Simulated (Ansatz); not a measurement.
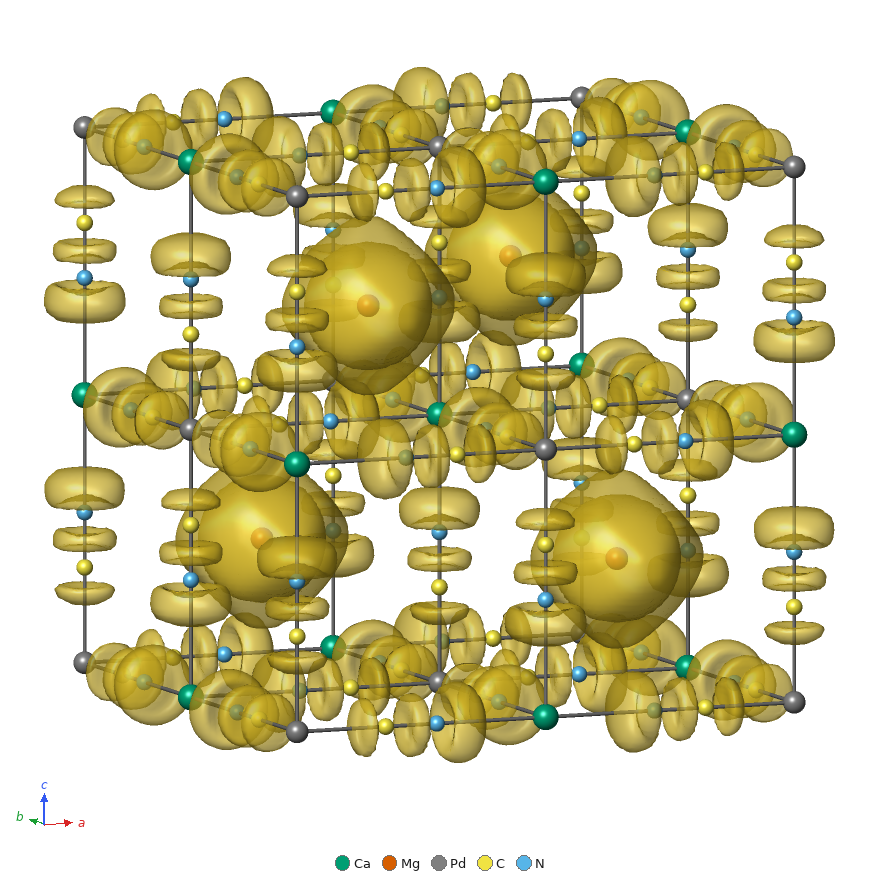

Figure. CaMgPdC6N6. Isosurface of the ELF at 0.8 (yellow), seen slightly off an axis. Core shells and regions of very low density are left out. Sticks mark near contacts.

Space group F-43m; a structure generated by program, which may or may not match a known phase.

These are results of DFT PBE, scalar-relativistic, plane waves, PAW in Ansatz 0.2.0, not measurements.

Core electrons are frozen (PAW), and the valence fields are smoothed inside the atomic spheres.

Input

```
crystal:
  lattice:
    - [0.0, 5.654793131, 5.654793131]
    - [5.654793131, 0.0, 5.654793131]
    - [5.654793131, 5.654793131, 0.0]
  atoms:
    - { symbol: Ca, position: [0.5, 0.5, 0.5] }
    - { symbol: Mg, position: [0.25, 0.25, 0.25] }
    - { symbol: Pd, position: [0.0, 0.0, 0.0] }
    - { symbol: C, position: [0.8214685359, 0.1785314641, 0.1785314641] }
    - { symbol: C, position: [0.8214685359, 0.1785314641, 0.8214685359] }
    - { symbol: C, position: [0.8214685359, 0.8214685359, 0.1785314641] }
    - { symbol: C, position: [0.1785314641, 0.8214685359, 0.8214685359] }
    - { symbol: C, position: [0.1785314641, 0.8214685359, 0.1785314641] }
    - { symbol: C, position: [0.1785314641, 0.1785314641, 0.8214685359] }
    - { symbol: "N", position: [0.7187250609, 0.2812749391, 0.2812749391] }
    - { symbol: "N", position: [0.7187250609, 0.2812749391, 0.7187250609] }
    - { symbol: "N", position: [0.7187250609, 0.7187250609, 0.2812749391] }
    - { symbol: "N", position: [0.2812749391, 0.7187250609, 0.7187250609] }
    - { symbol: "N", position: [0.2812749391, 0.7187250609, 0.2812749391] }
    - { symbol: "N", position: [0.2812749391, 0.2812749391, 0.7187250609] }
basis:
  ecutwfc: 420
kpoints:
  mp_grid: { grid: [6, 6, 6] }
hamiltonian:
  xc: pbe
scf:
  occupations: { method: gaussian, width: 0.01 }
output:
  forces: true
  stress: true
  eigenvalues: true
  write_density: true
  write_potential: true
  elf: true
  volumetric_format: npy
relax:
  adjacent_minimum: "off"
  f_tol: 0.01
  max_steps: 80
  cell: { stress_tol: 0.05 }
```

Command:

```sh
ansatz run input.yaml --threads 1 --pin off --max-ram 2560MiB --backend cpu --events-out ev --progress --plain --runs-dir out
```

Below, planes, directions and counts refer to the conventional cell (a = 11.30 Å, b = 11.30 Å, c = 11.30 Å, α = 90.00°, β = 90.00°, γ = 90.00°).

Question: Where are the electrons localised?

Answer: The ELF exceeds this value in 24 regions between bonded C–N atoms (shared pairs), 24 lobes of the valence shell of C pointing towards Pd (polar bonds), 24 lobes of the valence shell of N pointing towards Ca and four regions wrapped around Mg (the valence shell of each), counted in one cell of 60 atoms. Regions shared between cells count once. Profiles from the grid: C–N (1.16 Å): the ELF peaks at about 0.85 between the atoms (inside overlapping PAW spheres, so only a guide) (a short, multiple covalent bond). Pd–C (2.01 Å): the ELF peaks at about 0.90 in the valence shell of C, 0.6 Å from its nucleus, and is about 0.30 at the midpoint.
